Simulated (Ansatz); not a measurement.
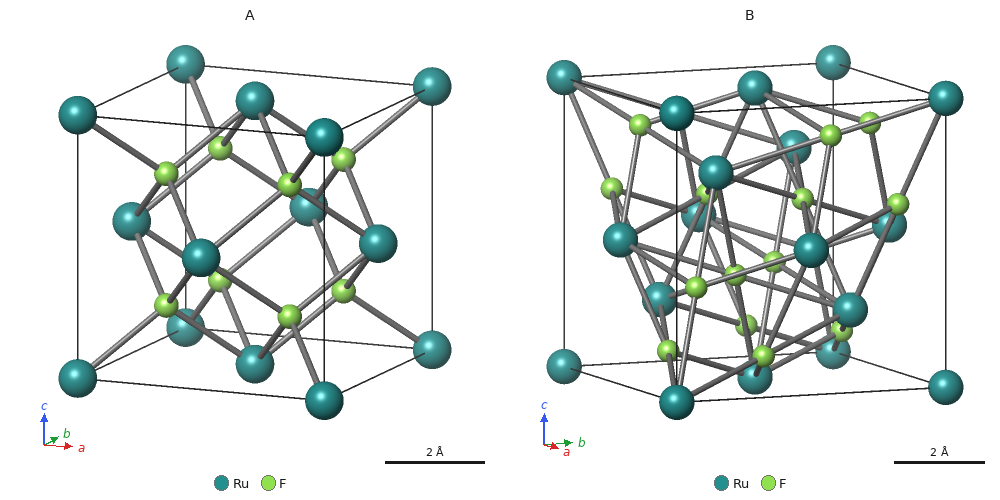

Two structures of RuF₂, each relaxed to rest (conventional cells in solid outline, small ones repeated, not to one scale). Method: Ansatz 0.2.0, DFT PBE, scalar-relativistic, plane waves, PAW, with collinear spins.

### State the structure in each panel.

A: fluorite (CaF₂ type), Fm-3m. B: cubic Laves phase (C15, MgCu₂ type), Fd-3m.

### Which has the lower energy, and by how much?

A is lower, by 999 meV/atom at this level of theory (energies at zero smearing). Volumes: A 13.8, B 11.4 Å³/atom.

One or both may be structure types tried for this composition rather than known phases.
